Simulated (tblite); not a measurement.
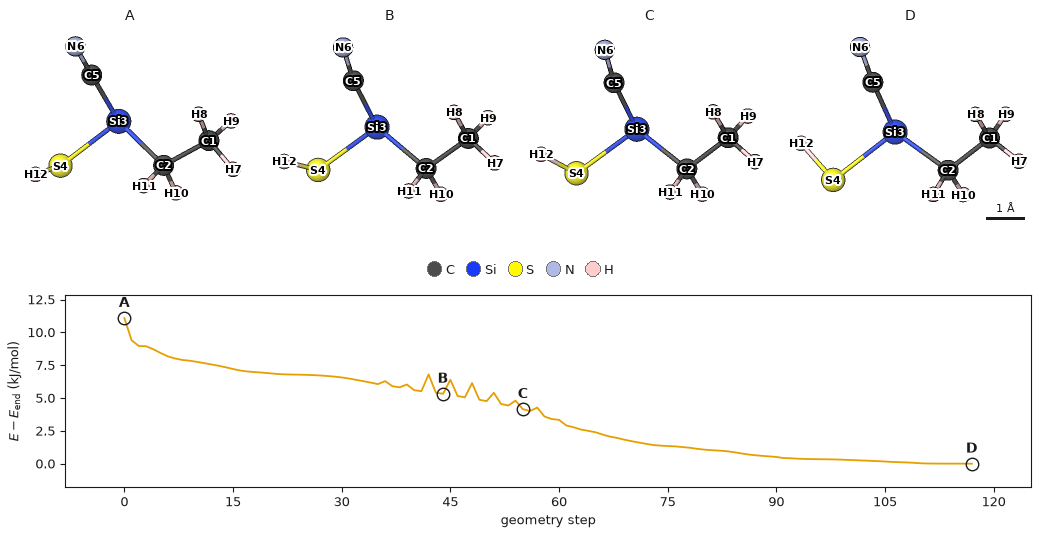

Frames of a relaxation of C3H6NSSi (multiplicity 2), marked on the history of the run. The picture is a ball-and-stick view, seen at a tilt.

Level of theory: GFN2-xTB geometry optimisation, gas phase in tblite. 

**What happens along the run?**

The atom that moves furthest after the best rigid fit is H12 (1.22 Å). Largest moves by element: H 1.22 Å, S 0.69 Å, Si 0.35 Å, C 0.22 Å, N 0.15 Å. Among the contacts that change: S4–H12 1.349 → 1.324 Å, Si3–C5 1.869 → 1.849 Å, C1–H7 1.104 → 1.088 Å, C2–Si3 1.885 → 1.897 Å. Bond angles that change, for instance: Si3–C5–N6 179.4° → 170.6°, C2–Si3–S4 107.5° → 110.3°, C1–C2–Si3 114.8° → 112.6°. Groups turn about Si3–S4 by about 90°. The energy falls by 11.1 kJ/mol in 117 geometry steps. From step 0 to 44: H12 moves most (0.50 Å), energy −5.77 kJ/mol. From step 44 to 55: H12 moves most (0.22 Å), energy −1.17 kJ/mol. From step 55 to 117: H12 moves most (0.60 Å), energy −4.15 kJ/mol.
